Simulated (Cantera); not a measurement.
Input: 1 mol SiH2Cl2, 0.015 mol C2H2, 310 mol H2, held at 0.100 bar.

These are equilibrium values from Cantera (NASA tables, ideal gas, pure condensed phases), not measurements of a reactor. Candidate condensed phases: C, C6H6, C7H8, C8H18, Si, SiC; 109 gas species. Mutual solubility and eutectic melting of coexisting phases are not modelled. The tables' values for SiCl are old estimates; treat these amounts as uncertain. Gases not in the tables: Si2H6 and higher silanes. Equilibrium is a limit: real reactors are often held back by kinetics, nucleation or transport.

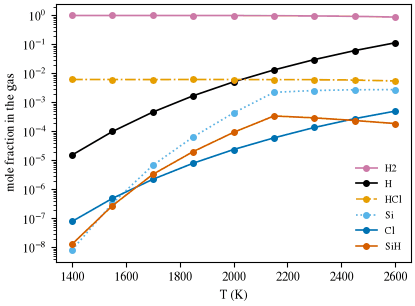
Equilibrium gas composition (values under 1e-9 drawn at 1e-9)

Task: Read off the mole fractions at 2450 K.

Result: H2 about 0.93, H about 0.061, HCl about 0.0059, Si about 0.0027, Cl about 0.00028, SiH about 0.00024.
